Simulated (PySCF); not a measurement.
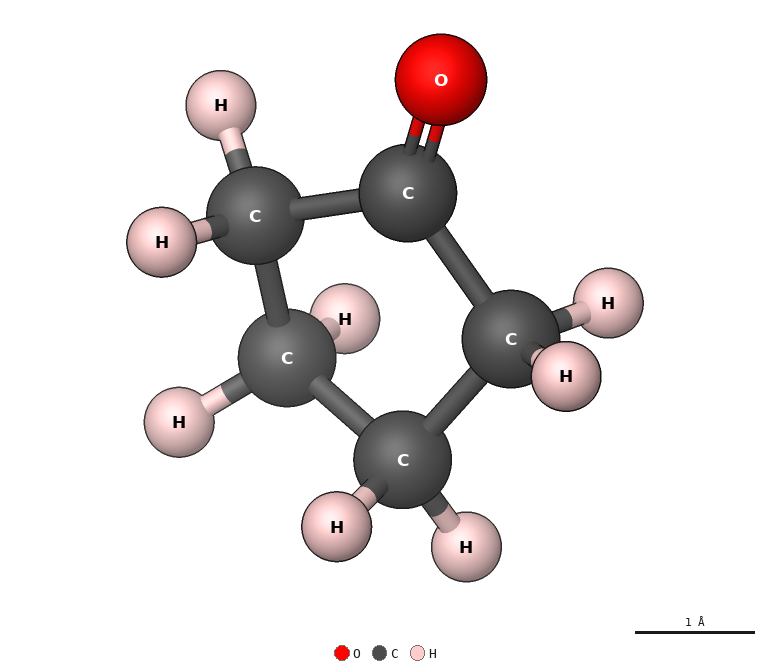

The picture shows a molecular structure as a ball-and-stick model. Multiple sticks mark multiple bonds (one Kekulé form).

The geometry was computed by an optimisation with PBE0-D3(BJ)/def2-SVP. No frequency run is at hand to confirm it as a minimum.

Question: Count the atoms of each element.

Answer: C5H8O, 14 atoms: 5 carbon, 8 hydrogen and 1 oxygen.

Question: How many sets of symmetry-equivalent atoms are there?

Answer: 8: 1 O, 1 C, 2 C, 2 C, 2 H, 2 H, 2 H, 2 H.

Question: Count the bonded pairs by element.

Answer: 8 C–H, 5 C–C, 1 C–O.

Question: Write the SMILES.

Answer: O=C1CCCC1

More results for the same structure follow; atom numbers are the same in all pictures, views and colours differ.

## Geometry

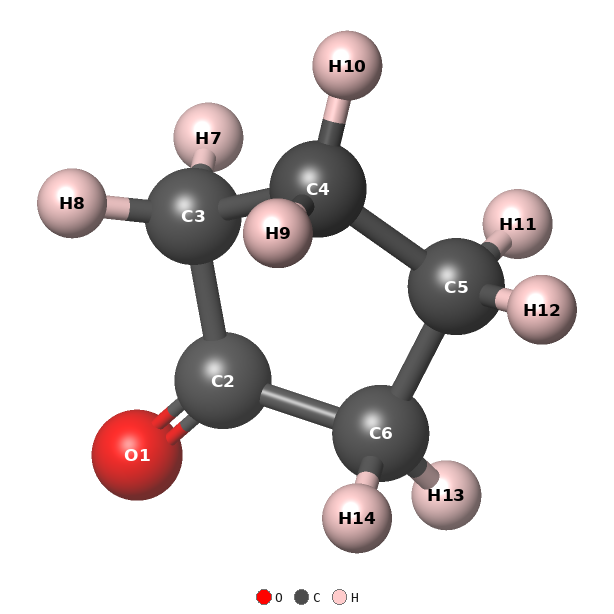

Numbered structure. No frequency run is at hand to confirm it as a minimum.

What are the angles O1–C2–C3, C3–C2–C6, C3–C4–C5, C5–C4–H9, C5–C4–H10, C3–C4–H9, C3–C4–H10, C2–C3–C4, C2–C3–H8, C2–C3–H7, C4–C3–H8, C4–C3–H7?

```csv
angle,degrees
O1–C2–C3,125.9
C3–C2–C6,108.1
C3–C4–C5,103.9
C5–C4–H9,109.6
C5–C4–H10,113.0
C3–C4–H9,109.9
C3–C4–H10,113.5
C2–C3–C4,105.0
C2–C3–H8,110.9
C2–C3–H7,106.6
C4–C3–H8,116.1
C4–C3–H7,111.2
```

## Excitation

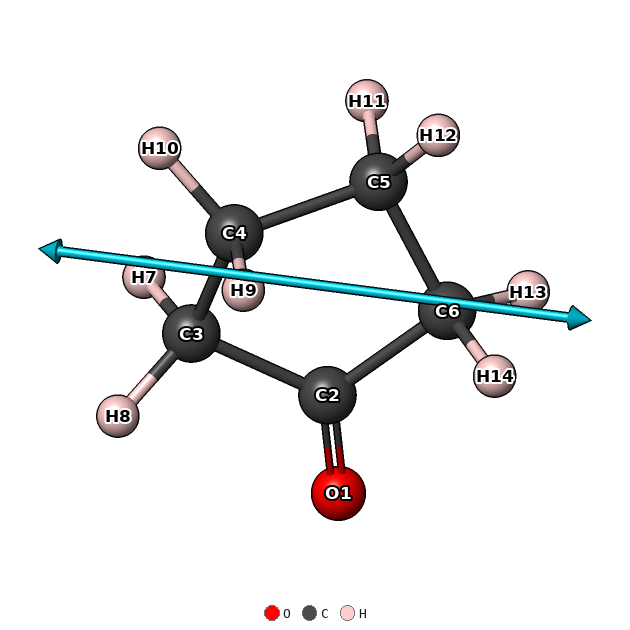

The double arrow shows the direction of the transition dipole to excited singlet state 3 (its length means nothing). No frequency run is at hand to confirm it as a minimum. Properties computed with TDDFT LDA/def2-SVPD, vertical, gas phase, core orbitals frozen in the response (PySCF 2.14.0).

Question: Where does the transition lie, and how strong is it?

Answer: 6.28 eV (198 nm), oscillator strength 0.016, mainly HOMO−1 → LUMO (weight 0.99); transition dipole 0.82 D.

## Quadrupole coupling

No frequency run is at hand to confirm it as a minimum. Electric field gradients from the ground-state density, B3LYP/6-31G* (PySCF 2.14.0), non-relativistic apart from any core potentials.

Give the largest field-gradient component, the quadrupole coupling constant and the asymmetry for 17O at O1 (Q = −25.6 mb).

```json
{"atom": "O1", "V_zz (a.u.)": "−1.828", "e²qQ/h (MHz)": "10.99", "η": "0.38"}
```

## Polarisability

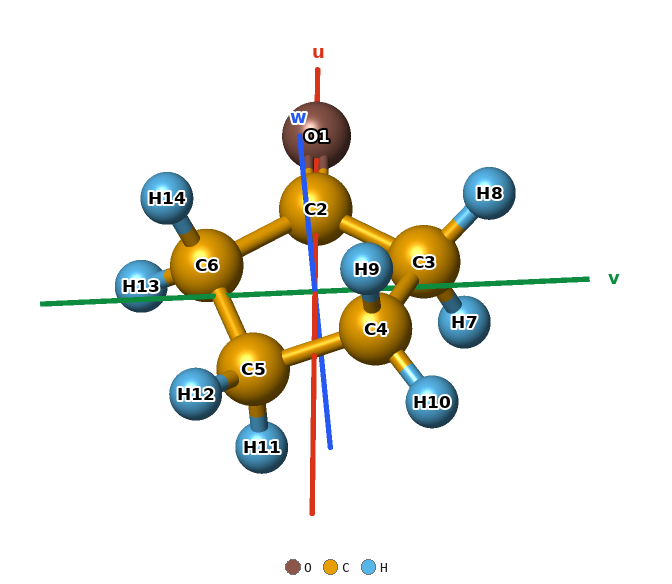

The lines u, v and w are the principal axes of the static dipole polarisability. No frequency run is at hand to confirm it as a minimum. Method: PBE/def2-SVPD (PySCF 2.14.0).

Question: Along which axis is the molecule most polarisable, and along which least?

Answer: Most along u (nearly parallel to the O1–C2 bond), least along w.

Question: Give the three principal values.

Answer: u 69.8, v 65.3, w 51.6 bohr³; mean 62.2, anisotropy 16.4 bohr³.
